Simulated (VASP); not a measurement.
Band structure of CdS (zinc blende). All values below come from PBE GGA with D4 dispersion, VASP's PBE PAW potentials (set 64) (plane waves; VASP).

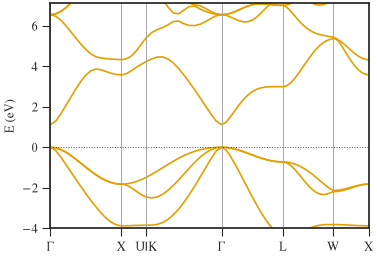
Figure: Bands along high-symmetry lines, zero at the valence-band maximum or, without a gap, the Fermi level

**Question.** Read the plot: is there a gap, and where are the band edges?

**Answer.** The gap is direct, 1.11 eV, from the valence maximum at Γ to the conduction minimum at Γ. (Edges off the drawn lines would not show.)

Measured: gap 2.48 eV at 4 K (computed value off by -1.37 eV), as given by arXiv:1206.3780.

The compound is CdS in the zinc blende structure, a metastable form; wurtzite is the usual one. It was relaxed first.
